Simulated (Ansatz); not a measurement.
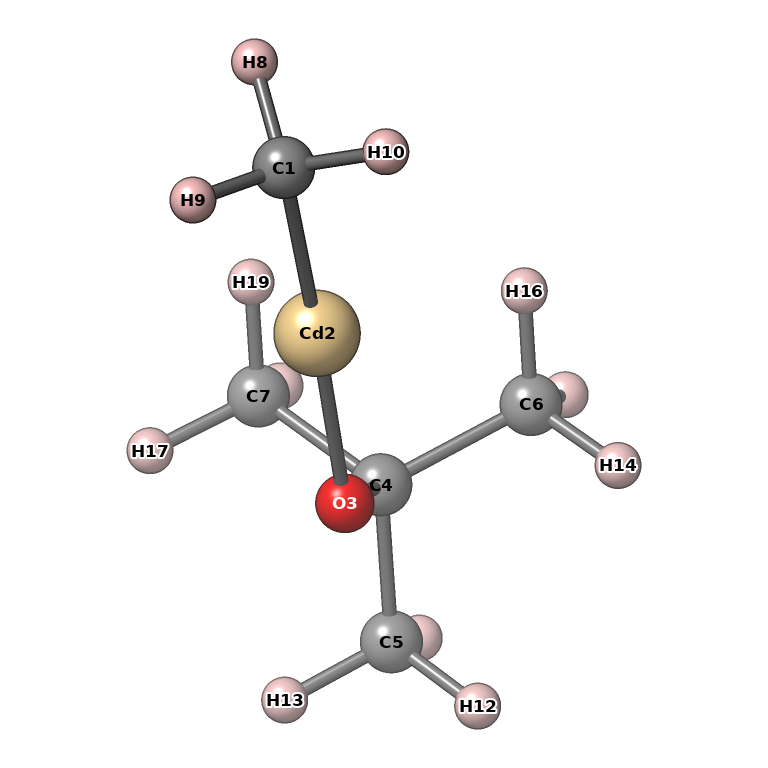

C4 lies behind O3. The molecule seen a little off the O3–C4 bond, O3 in front. Depth is shown by fading: the farther an atom, the more it takes the colour of the background. Computed geometry: PBE0-D4/def2-TZVP optimisation. No frequency run is at hand to confirm it as a minimum.

What is the torsion angle Cd2–O3–C4–C5? The sign is positive where the front bond must turn clockwise to cover the back bond.

Answer. 180°, antiperiplanar (anti).
